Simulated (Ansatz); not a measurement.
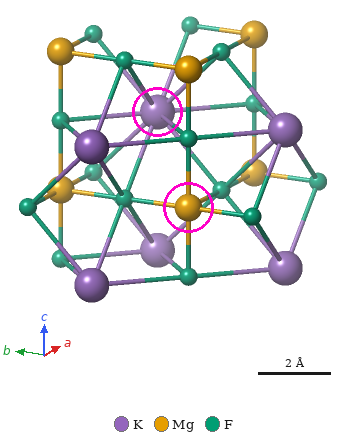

Perfect KMgF3. A ball-and-stick model of the atoms within 4.6 Å of one point, in a slice 5.0 Å thick across the line of sight, seen from a free direction.

Level of theory: DFT, PBEsol, PAW, plane waves (Ansatz). Settings: plane-wave cutoff 420 eV; k-point mesh 1 × 1 × 1; mesh shifted by (0.25, 0.25, 0.25); collinear spin. Fermi-Dirac smearing of 0.01 eV. The axes drawn are those of the host's conventional cell.

A potassium atom is replaced by titanium and a magnesium atom is replaced by potassium, the two sites 3.5 Å apart at the ringed places, in charge state 0. The supercell has 40 sites, and the atoms are relaxed at the host's cell.

**How do the neighbours respond?**

In the host the K atom has 12 F at 2.82 Å; the Ti atom ends with 6 F at 2.03 to 2.31 Å. In the host the Mg atom has 6 F at 2.00 Å; the K atom ends with 6 F at 2.25 to 2.50 Å. Of the host's atoms, a fluorine atom moves furthest from its site, by 0.97 Å. The Ti atom itself moves 0.82 Å from where it was put. The K atom itself moves 0.48 Å from where it was put. The cell's net moment is 2.00 μB.

The relaxed defect, seen from the same direction:

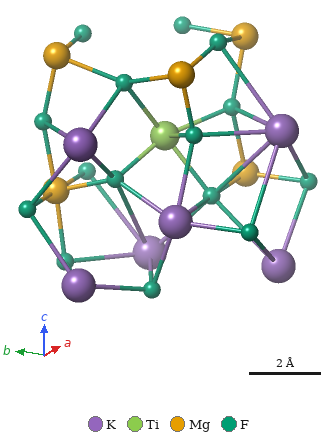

Limits of the set-up: the periodic images lie only 8.0 Å apart, so the values are limited by the cell's size.
